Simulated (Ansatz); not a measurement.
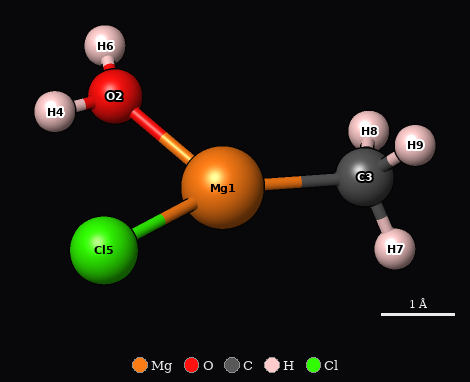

Fig. 1: The input geometry (ball-and-stick view, seen at a tilt; atoms are numbered from 1 in the order of the input). Sticks mark near contacts.

**Frequency calculation of CH5ClMgO**

The run: frequency calculation of CH5ClMgO. Method and program: RKS B3LYP-D4/def2-SVPD (Ansatz 0.2.0).

It belongs to a series of runs on one base structure; here: vibrations at the highest image of the band. Figures and captions count atoms from 1; the log counts them from 0 in places.

**Output**
```
Engine: ansatz 0.2.0, aarch64-unknown-linux-gnu
Functional definition: B3LYP
  parameter a0 = 0.2
  parameter ax = 0.72
  parameter ac = 0.81
  exchange = (1 - a0 - ax)*slater_x + ax*b88_x + a0*exact_x
  correlation = (1 - ac)*vwn_rpa_c + ac*lyp_c
1158 factors; their error is unknown
mean field evaluation 1: about -21117.8083 eV, gradient 7.1e1 eV
mean field evaluation 2: about -21102.8156 eV, gradient 1.0e2 eV
mean field evaluation 4: about -21128.8120 eV, gradient 5.0e0 eV
mean field evaluation 8: about -21128.9750 eV, gradient 1.5e-1 eV
mean field -21128.97503402 eV, -776.4755107667 hartree, gradient 4.8e-5 eV, S^2 0.000000; 0 other end points of the search recorded, 0 dependent functions left out
the calculation of the forces begins
reference -21128.97534128 eV, -776.4755220581 hartree; 24, 24 occupied and 107, 107 virtual orbitals, 1158 factors
these checks for a lower state are left out or cut short: stability, starts, cluster_reference, orbital_swaps, neighbouring_geometries, increment
1158 factors; their error is unknown
mean field evaluation 16: about -21128.8750 eV, gradient 2.7e-1 eV
mean field -21128.97499149 eV, -776.4755092035 hartree, gradient 1.2e-6 eV, S^2 0.000000; 0 other end points of the search recorded, 0 dependent functions left out
[... from here on the field's lines of each further geometry are left out, up to the last ...]
the calculation of the forces begins
reference -21128.97527454 eV, -776.4755196055 hartree; 24, 24 occupied and 107, 107 virtual orbitals, 1158 factors
these checks for a lower state are left out or cut short: stability, starts, cluster_reference, orbital_swaps, neighbouring_geometries, increment
1158 factors; their error is unknown
mean field -21128.97496420 eV, -776.4755082007 hartree, gradient 1.0e-6 eV, S^2 0.000000; 0 other end points of the search recorded, 0 dependent functions left out
the calculation of the forces begins
reference -21128.97527145 eV, -776.4755194921 hartree; 24, 24 occupied and 107, 107 virtual orbitals, 1158 factors
WARN: phonons: modes at or below zero, which the zero-point energy, F, S and C_V leave out: 1, the lowest at -27.33 cm⁻¹. A minimum has none, and a first-order saddle one
Total energy: -21129.17696879 eV, -776.4829317326 hartree
Atom 0 at    -0.611894     0.251485     0.260847 Å, force     0.001102     0.000620    -0.000191 eV/Å
Atom 1 at    -0.058554     0.989964    -1.611511 Å, force    -0.001429     0.000660    -0.000921 eV/Å
Atom 2 at     0.628536    -1.136854     1.210360 Å, force    -0.000808     0.000552    -0.000457 eV/Å
Atom 3 at    -0.748315     1.617116    -1.885440 Å, force     0.000414     0.000822     0.001284 eV/Å
Atom 4 at    -2.467535     1.589401     0.110744 Å, force    -0.000118    -0.000846    -0.000970 eV/Å
Atom 5 at     0.629439     0.927726    -2.282401 Å, force     0.000183    -0.001139     0.001021 eV/Å
Atom 6 at     0.072235    -2.021030     1.565055 Å, force     0.000022    -0.000120     0.000514 eV/Å
Atom 7 at     1.422247    -1.508674     0.539269 Å, force     0.000095    -0.000643    -0.000225 eV/Å
Atom 8 at     1.133841    -0.709235     2.093177 Å, force     0.000539     0.000092    -0.000054 eV/Å
Dipole moment:     0.670953     0.035719    -0.825131 e Å
Vibrations: -27.33 92.89 121.78 132.09 207.13 340.93 346.85 445.28 456.65 559.23 567.20 601.31 1146.08 1416.49 1417.80 1540.62 2998.35 3076.06 3081.49 3727.22 3903.42 cm⁻¹, zero-point energy 1.622883 eV
```

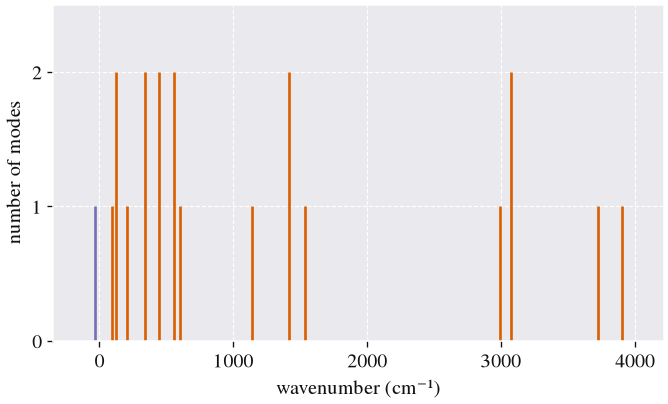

Fig. 2: Harmonic vibrational wavenumbers from the force constants; neighbouring modes closer than 18 cm⁻¹ are counted in one stick, and imaginary ones are drawn at negative wavenumbers. 21 modes from 27i to 3903 cm⁻¹, 1 imaginary beyond 8i (27i cm⁻¹): not a clean minimum; so soft a mode can be a shallow saddle, an incomplete relaxation or noise of the force constants.

The run was set up as follows.

**The input**
```yaml
crystal:
  periodic: [false, false, false]
  atoms:
    - { symbol: Mg, position_ang: [-0.611894, 0.251485, 0.260847] }
    - { symbol: O, position_ang: [-0.058554, 0.989964, -1.611511] }
    - { symbol: C, position_ang: [0.628536, -1.136854, 1.21036] }
    - { symbol: H, position_ang: [-0.748315, 1.617116, -1.88544] }
    - { symbol: Cl, position_ang: [-2.467535, 1.589401, 0.110744] }
    - { symbol: H, position_ang: [0.629439, 0.927726, -2.282401] }
    - { symbol: H, position_ang: [0.072235, -2.02103, 1.565055] }
    - { symbol: H, position_ang: [1.422247, -1.508674, 0.539269] }
    - { symbol: H, position_ang: [1.133841, -0.709235, 2.093177] }
basis:
  gaussian: { orbitals: def2-SVPD }
hamiltonian:
  xc: b3lyp
  dispersion: d4
phonons: {}
```

Command:
```bash
ansatz run input.yaml --threads 4 --pin off --max-ram 5120MiB --backend cpu --events-out ev --progress --plain --runs-dir out
```

**Results in brief**

```json
{"quantity": "outcome", "value": "converged"}
{"quantity": "total energy", "value": "−21129.1770 eV"}
{"quantity": "mean-field energy", "value": "−21128.9753 eV"}
{"quantity": "largest force (length of the vector)", "value": "0.002 eV/Å"}
{"quantity": "hardware", "value": "4 threads of Arm Neoverse N1, 16 GiB of memory available, shared host"}
{"quantity": "wall time", "value": "97 s (CPU time 6.1 min)"}
{"quantity": "peak memory", "value": "0.32 GiB"}
```
